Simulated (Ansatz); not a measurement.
# One shape, several levels: doublet C2H9NSi+

We compute a comparison of 6 runs (U-wB97M-V/6-31G*, UB2PLYP/6-31G*, UB3LYP/6-31G*, UBHLYP/6-31G*, UMP2/6-31G*, UCCSD/6-31G*) of doublet C2H9NSi+. 

Program for the calculation: Ansatz 0.2.0.

71 further runs of the same task are left out: 71 set aside as unsound or not needed.

## Step 1: The system as given

The species is C2H9NSi+ (13 atoms), meant as a doublet with charge +1. As SMILES of the parent species, `CN(C)[SiH3]`. The coordinates come from a PBE0-D4/def2-TZVP relaxation. That shape belongs to the parent species and isn't relaxed for this state.

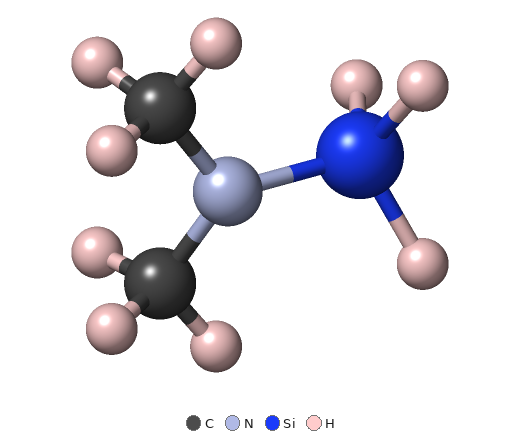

The structure, seen from a chosen angle (carbon dark grey, nitrogen light blue, silicon blue, hydrogen pink).

## Step 2: The energy at U-wB97M-V/6-31G(d) (spherical functions) (run 1)

molecule.yaml

```yaml
crystal:
  periodic: [false, false, false]
  atoms:
    - symbol: C
      position_ang: [-0.853400, 1.051500, -0.567400]
    - symbol: N
      position_ang: [-0.064300, 0.101400, 0.176900]
    - symbol: C
      position_ang: [1.257300, 0.576800, 0.503700]
    - symbol: Si
      position_ang: [-0.404400, -1.580400, 0.101900]
    - symbol: H
      position_ang: [-0.416100, 1.292500, -1.548500]
    - symbol: H
      position_ang: [-0.947500, 1.991500, -0.009400]
    - symbol: H
      position_ang: [-1.860700, 0.663700, -0.735400]
    - symbol: H
      position_ang: [1.197400, 1.509100, 1.079000]
    - symbol: H
      position_ang: [1.870100, 0.778300, -0.388400]
    - symbol: H
      position_ang: [1.787100, -0.156700, 1.115700]
    - symbol: H
      position_ang: [0.068700, -2.275300, -1.137100]
    - symbol: H
      position_ang: [-1.879700, -1.752300, 0.167000]
    - symbol: H
      position_ang: [0.265600, -2.234700, 1.256700]
basis:
  gaussian: {orbitals: 6-31G_st_-spherical.json}
magnetization: {spin_polarized: true, initial_magnetization: 1}
total_charge: 1
hamiltonian: {xc: {name: wB97M-V}}
output: {orbitals: {seedname: orbitals}}
accuracy: high
```

The basis set 6-31G* is read from a file made from the Basis Set Exchange's data (not shown).

The run is started by

```sh
$ ansatz run molecule.yaml --threads 1 --pin off --max-ram 2610MiB --events-out events.jsonl --progress --plain --runs-dir runs
```

The program printed:

```text
Warning: RAYON_NUM_THREADS=1 ignored (pool sized by the plan → 1); use --threads N
Functional definition: wB97M-V
  name "wB97M-V"
  parameter omega = 0.3/bohr
  parameter cx = 0.15
  parameter cx01 = 1.007
  parameter cx10 = 0.259
  parameter css00 = 0.443
  parameter css04 = -1.437
  parameter css10 = -4.535
  parameter css20 = -3.390
  parameter css43 = 4.278
  parameter cos00 = 1.000
  parameter cos10 = 1.358
  parameter cos20 = 2.924
  parameter cos21 = -8.812
  parameter cos60 = -1.390
  parameter cos61 = 9.142
  parameter b = 6.0
  parameter c = 0.01
  gx(w, u) = 1 - cx + cx01*u + cx10*w
  gss(w, u) = css00 + css04*u^4 + css10*w + css20*w^2 + css43*w^4*u^3
  gos(w, u) = cos00 + cos10*w + (cos20 + cos21*u)*w^2 + (cos60 + cos61*u)*w^6
  exchange = spin_sum(e_x_unif_sr(omega)*gx(b97_w, b97_u_x)) + cx*exact_x_sr(omega) + exact_x_lr(omega)
  correlation = spin_sum(e_c_pw_mod_same_spin*gss(b97_w, b97_u_same))
      + integral(e_c_pw_mod_opposite_spin*gos(b97_w_opposite, b97_u_opposite)) + vv10(b, c)
1974 factors; integrals over basis functions are off by at most 4.0e-9 eV
389 factors; integrals over basis functions are off by at most 2.2e-9 eV
mean field evaluation 1: about -11568.8759 eV, gradient 3.8e1 eV
mean field evaluation 2: about -11568.7523 eV, gradient 4.1e1 eV
mean field evaluation 4: about -11576.2293 eV, gradient 2.7e0 eV
mean field evaluation 8: about -11576.5194 eV, gradient 3.3e-1 eV
mean field evaluation 16: about -11576.5250 eV, gradient 1.3e-3 eV
mean field -11576.52504493 eV, -425.4294485508 hartree, gradient 8.1e-8 eV, S^2 0.754600; 0 other end points of the search recorded, 0 dependent functions left out
reference -11576.52504929 eV, -425.4294487111 hartree; 21, 20 occupied and 57, 58 virtual orbitals, 1974 factors
Total energy: -11576.52504929 eV, -425.4294487111 hartree
```

Wall time 2.6 min (1 thread of Arm Neoverse V1, shared host); peak memory 1.1 GiB.

## Step 3: A single-point energy at UB2PLYP/6-31G(d) (spherical functions) (run 2)

in.yaml

```yaml
crystal:
  periodic: [false, false, false]
  atoms:
    - {symbol: C, position_ang: [-0.853400, 1.051500, -0.567400]}
    - {symbol: "N", position_ang: [-0.064300, 0.101400, 0.176900]}
    - {symbol: C, position_ang: [1.257300, 0.576800, 0.503700]}
    - {symbol: Si, position_ang: [-0.404400, -1.580400, 0.101900]}
    - {symbol: H, position_ang: [-0.416100, 1.292500, -1.548500]}
    - {symbol: H, position_ang: [-0.947500, 1.991500, -0.009400]}
    - {symbol: H, position_ang: [-1.860700, 0.663700, -0.735400]}
    - {symbol: H, position_ang: [1.197400, 1.509100, 1.079000]}
    - {symbol: H, position_ang: [1.870100, 0.778300, -0.388400]}
    - {symbol: H, position_ang: [1.787100, -0.156700, 1.115700]}
    - {symbol: H, position_ang: [0.068700, -2.275300, -1.137100]}
    - {symbol: H, position_ang: [-1.879700, -1.752300, 0.167000]}
    - {symbol: H, position_ang: [0.265600, -2.234700, 1.256700]}
basis:
  gaussian: {orbitals: 6-31G_st_-spherical.json}
magnetization: {spin_polarized: true, initial_magnetization: 1}
hamiltonian: {xc: {name: B2PLYP}}
correlation: {frozen_orbitals: {C: 1, H: 0, "N": 1, Si: 5}}
output: {orbitals: {seedname: orbitals}}
accuracy: high
total_charge: 1
```

The basis set 6-31G* is read from a file made from the Basis Set Exchange's data (not shown).

The run is started by

```sh
$ ansatz run in.yaml --threads 1 --pin off --max-ram 2610MiB --events-out events.jsonl --progress --plain --runs-dir runs
```

The program printed, shortened:

```text
Warning: RAYON_NUM_THREADS=1 ignored (pool sized by the plan → 1); use --threads N
Functional definition: B2PLYP
  name "B2PLYP"
[...]
1974 factors; integrals over basis functions are off by at most 4.0e-9 eV
[...]
mean field -11566.87728539 eV, -425.0748999270 hartree, gradient 6.6e-8 eV, S^2 0.758924; 0 other end points of the search recorded, 0 dependent functions left out
8 core orbitals not correlated: weight in the atoms' cores, before any rotation towards them, 1.000 or more for the frozen orbitals, at most 0.000 for the correlated occupied ones
reference -11566.87731088 eV, -425.0749008637 hartree; 13, 12 occupied and 57, 58 virtual orbitals, 1974 factors
second order -15.79952653 eV of doubles, -0.00000000 eV of singles
Total energy: -11571.14318304 eV, -425.2316687742 hartree
```

Wall time 19 s (1 thread of Arm Neoverse V1, shared host); peak memory 0.37 GiB.

Runs 3 to 4 aren't shown in full; the table further down has their settings and results.

## Step 4: A single-point energy at UMP2/6-31G(d) (spherical functions) (run 5)

Changes to in.yaml since step 3:

```diff
@@ -17,8 +17,11 @@
 basis:
-  gaussian: {orbitals: 6-31G_st_-spherical.json}
-magnetization: {spin_polarized: true, initial_magnetization: 1}
-hamiltonian: {xc: {name: B2PLYP}}
-correlation: {frozen_orbitals: {C: 1, H: 0, "N": 1, Si: 5}}
-output: {orbitals: {seedname: orbitals}}
+  gaussian:
+    orbitals: 6-31G_st_-spherical.json
+correlation:
+  method: mp2
+  frozen_orbitals: {C: 1, H: 0, "N": 1, Si: 5}
+total_charge: 1
+magnetization:
+  spin_polarized: true
+  initial_magnetization: 1
 accuracy: high
-total_charge: 1
```

The basis set 6-31G* is read from a file made from the Basis Set Exchange's data (not shown).

The run is started by

```sh
$ ansatz run in.yaml --threads 1 --pin off --max-ram 2610MiB --events-out events.jsonl --progress --plain --runs-dir runs
```

The program printed:

```text
Warning: RAYON_NUM_THREADS=1 ignored (pool sized by the plan → 1); use --threads N
Functional definition: HF
  name "HF"
  exchange = exact_x
  correlation = 0
1974 factors; integrals over basis functions are off by at most 4.0e-9 eV
mean field evaluation 1: about -11534.4528 eV, gradient 2.5e1 eV
mean field evaluation 2: about -11534.6062 eV, gradient 2.5e1 eV
mean field evaluation 4: about -11539.0088 eV, gradient 3.7e0 eV
mean field evaluation 8: about -11539.3349 eV, gradient 3.2e-1 eV
mean field evaluation 16: about -11539.3375 eV, gradient 1.6e-8 eV
mean field -11539.33749543 eV, -424.0628313130 hartree, gradient 1.6e-8 eV, S^2 0.764930; 1 other end points of the search recorded, 0 dependent functions left out
8 core orbitals not correlated: weight in the atoms' cores, before any rotation towards them, 1.000 or more for the frozen orbitals, at most 0.000 for the correlated occupied ones
reference -11539.33749543 eV, -424.0628313130 hartree; 13, 12 occupied and 57, 58 virtual orbitals, 1974 factors
second order -12.66798390 eV of doubles, -0.00000000 eV of singles
Total energy: -11552.00547932 eV, -424.5283711346 hartree
```

Run time: 4.2 s. Hardware: 1 thread of Arm Neoverse V1, shared host; peak memory 0.24 GiB.

## Step 5: A single-point energy at UCCSD/6-31G(d) (spherical functions) (run 6)

input.yaml

```yaml
crystal:
  periodic: [false, false, false]
  atoms:
    - symbol: C
      position_ang: [-0.853400, 1.051500, -0.567400]
    - symbol: "N"
      position_ang: [-0.064300, 0.101400, 0.176900]
    - symbol: C
      position_ang: [1.257300, 0.576800, 0.503700]
    - symbol: Si
      position_ang: [-0.404400, -1.580400, 0.101900]
    - symbol: H
      position_ang: [-0.416100, 1.292500, -1.548500]
    - symbol: H
      position_ang: [-0.947500, 1.991500, -0.009400]
    - symbol: H
      position_ang: [-1.860700, 0.663700, -0.735400]
    - symbol: H
      position_ang: [1.197400, 1.509100, 1.079000]
    - symbol: H
      position_ang: [1.870100, 0.778300, -0.388400]
    - symbol: H
      position_ang: [1.787100, -0.156700, 1.115700]
    - symbol: H
      position_ang: [0.068700, -2.275300, -1.137100]
    - symbol: H
      position_ang: [-1.879700, -1.752300, 0.167000]
    - symbol: H
      position_ang: [0.265600, -2.234700, 1.256700]
basis:
  gaussian:
    orbitals: 6-31G_st_-spherical.json
total_charge: 1
magnetization:
  spin_polarized: true
  initial_magnetization: 1
correlation:
  method: ccsd
  frozen_orbitals: {C: 1, H: 0, "N": 1, Si: 5}
accuracy: high
scf:
  omitted_lower_state_checks: [cluster_reference, increment]
```

The basis set 6-31G* is read from a file made from the Basis Set Exchange's data (not shown).

The run is started by

```sh
$ ansatz run input.yaml --threads 1 --pin off --max-ram 2610MiB --events-out events.jsonl --progress --plain --runs-dir runs
```

The program printed, shortened:

```text
Warning: RAYON_NUM_THREADS=1 ignored (pool sized by the plan → 1); use --threads N
Functional definition: HF
  name "HF"
[...]
1974 factors; integrals over basis functions are off by at most 4.0e-9 eV
[...]
mean field -11539.33749543 eV, -424.0628313130 hartree, gradient 1.6e-8 eV, S^2 0.764930; 1 other end points of the search recorded, 0 dependent functions left out
8 core orbitals not correlated: weight in the atoms' cores, before any rotation towards them, 1.000 or more for the frozen orbitals, at most 0.000 for the correlated occupied ones
reference -11539.33749543 eV, -424.0628313130 hartree; 13, 12 occupied and 57, 58 virtual orbitals, 1974 factors
second order -12.66798390 eV of doubles, -0.00000000 eV of singles
cycle   1  -13.76650659 eV  change    -1.1e0 eV  update   9.8e-2
[...]
cycle  24  -14.40439606 eV  change  -7.9e-10 eV  update   2.8e-9
Total energy: -11553.74189149 eV, -424.5921831047 hartree
Checks for a lower state left out: cluster_reference, increment
```

It took 44 s on 1 thread of Arm Neoverse V1, shared host; peak memory 0.71 GiB.

## Step 6: The series

| run | level | frozen core orbitals | energy (Eh) | HOMO energy (eV) | LUMO energy (eV) | ⟨S²⟩ | wall time |
| --- | --- | --- | --- | --- | --- | --- | --- |
| 1 | U-wB97M-V/6-31G* (spherical functions) | – | -425.429449 | -16.33 | -8.29 | 0.755 | 2.6 min |
| 2 | UB2PLYP/6-31G* (spherical functions) | 8 | -425.231669 | -15.62 | -8.58 | 0.759 | 19 s |
| 3 | UB3LYP/6-31G* (spherical functions) | – | -425.566132 | -13.95 | -10.59 | 0.755 | 17 s |
| 4 | UBHLYP/6-31G* (spherical functions) | – | -425.456069 | -15.63 | -9.04 | 0.758 | 17 s |
| 5 | UMP2/6-31G* (spherical functions) | 8 | -424.528371 | – | – | 0.765 | 4.2 s |
| 6 | UCCSD/6-31G* (spherical functions) | 8 | -424.592183 | – | – | 0.765 | 44 s |

## Step 7: Outcome

| quantity | value |
| --- | --- |
| run 6: total energy | -424.59218 Eh |
| run 6: correlation energy (8 core orbitals frozen) | -529.4 mEh |
| run 6: ⟨S²⟩ of the reference determinant | 0.765 |
| run 6: T1 diagnostic | 0.020 |

**Reading.** Totals of different functionals can't be ranked against each other. All runs together took 4.3 min, the longest 2.6 min.
